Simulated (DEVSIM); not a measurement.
Structure: Pd/SiO2/p-Si capacitor, at 300 K.

| layer (left to right) | material | thickness (nm) | Na (cm⁻³) |
|---|---|---|---|
| 1 | SiO2 | 10.0 | - |
| 2 | Si | 3200 | 6.6e15 |

Metal gate on the left, work function 5.2 eV. Fixed charge at the semiconductor interface -1.8e10 cm⁻² (in units of +e); no interface traps.

Constants are typed, rounded textbook-type inputs, not results; the design itself was drawn at random and stands for no fabricated device. Values at 300 K.

```
parameter      SiO2       Si
-------------  ----  -------
gap (eV)          9    1.124
affinity (eV)   0.9     4.05
permittivity    3.9     11.7
Nc (cm⁻³)         -  2.86e19
Nv (cm⁻³)         -   3.1e19
```

DEVSIM, 1D Poisson equation in equilibrium, Boltzmann statistics, complete ionisation; no quantum confinement or tunnelling. Metal contacts follow the ideal Schottky-Mott rule: no Fermi-level pinning, no interface dipoles.

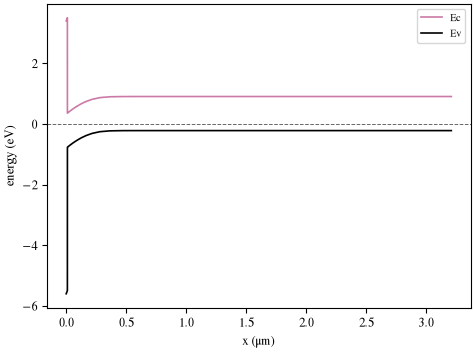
Figure: Band edges at 0.9 V on the gate

Energies count from the Fermi level of the right contact; mesh points crowd at the junctions.

```csv
x (μm),Ec (eV),Ev (eV),n (cm⁻³),p (cm⁻³),field (V/cm)
0.000,3.400,-5.600,< 1e2,< 1e2,110000
0.001313,3.414,-5.586,< 1e2,< 1e2,110000
0.003622,3.438,-5.561,< 1e2,< 1e2,110000
0.006983,3.474,-5.526,< 1e2,< 1e2,110000
0.009489,3.501,-5.499,< 1e2,< 1e2,110000
0.01058,0.358,-0.766,2.7e13,4200000,33000
0.01264,0.365,-0.759,2.1e13,5500000,32000
0.02007,0.389,-0.735,8.4e12,1.4e7,32000
0.03332,0.430,-0.694,1.7e12,6.8e7,30000
0.06405,0.518,-0.606,5.7e10,2.1e9,27000
0.1292,0.673,-0.451,1.4e8,8.4e11,21000
0.3646,0.897,-0.227,24000,4.8e15,1600
0.7843,0.905,-0.219,18000,6.6e15,≈ 0
1.715,0.905,-0.219,18000,6.6e15,≈ 0
2.688,0.905,-0.219,18000,6.6e15,≈ 0
2.979,0.905,-0.219,18000,6.6e15,≈ 0
3.105,0.905,-0.219,18000,6.6e15,≈ 0
3.164,0.905,-0.219,18000,6.6e15,≈ 0
3.195,0.905,-0.219,18000,6.6e15,≈ 0
3.204,0.905,-0.219,18000,6.6e15,≈ 0
3.208,0.905,-0.219,18000,6.6e15,≈ 0
3.210,0.905,-0.219,18000,6.6e15,≈ 0
```
